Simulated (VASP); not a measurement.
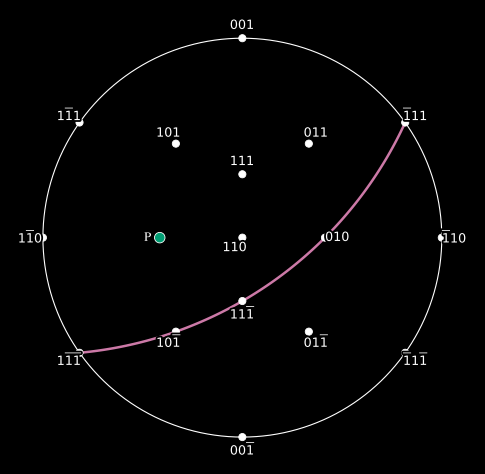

Stereographic projection of plane normals (upper hemisphere) centred on (1 1 0). Crystal: Ga₃P, a model structure set up as the input of an electronic-structure calculation (not necessarily at equilibrium). All values are computed from the atomic coordinates in the standard setting (tolerance 0.002 Å).

a = 6.529 Å, b = 6.529 Å, c = 6.529 Å, α = 90.00°, β = 90.00°, γ = 90.00°.

Q: Index the pole marked P.

A: P is (1 0 0), 45.0° from the centre.

Q: Which zone does the coloured great circle trace?

A: The zone [1 0 1]: its poles satisfy h + l = 0.

Q: What is the angle between the normals of (1 0 1) and (−1 1 0), and what are their d_hkl = 1/|g|?

A: 120.0°; d = 4.616 Å and 4.616 Å.
